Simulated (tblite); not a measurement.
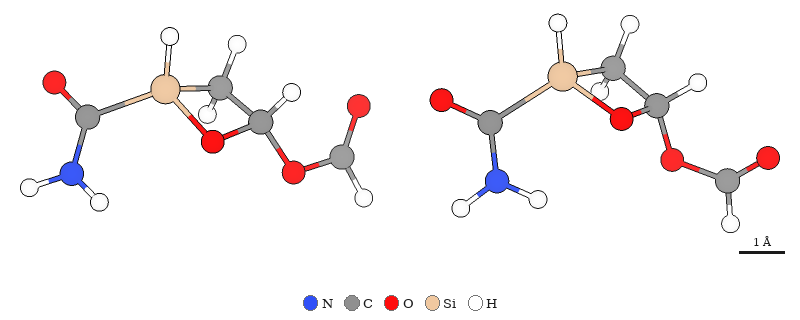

Two geometries of C4H7NO4Si, drawn at one scale. One is the start of a relaxation, the other its converged end. The picture is a ball-and-stick view, seen from a free direction.

Theory: GFN2-xTB geometry optimisation, gas phase (tblite 0.8.0). 

Q: Which geometry has the lower energy?

A: The right one is the relaxed one. After 154 geometry steps the energy has fallen by 0.454 eV. The largest move after the best rigid fit is that of an O atom, 1.73 Å. By element the largest moves are O 1.73 Å, H 1.24 Å, C 0.76 Å, N 0.68 Å, Si 0.29 Å. Among the contacts that change: C–Si 1.860 → 1.914 Å, C–O 1.457 → 1.410 Å, C–C 1.563 → 1.525 Å, C–O 1.363 → 1.329 Å. Bond angles that change, for instance: O–C–Si 116.8° → 121.6°, C–C–O 96.8° → 101.1°, C–Si–C 116.8° → 120.9°. Groups turn about C–O by about 70°, C–Si by about 40°.
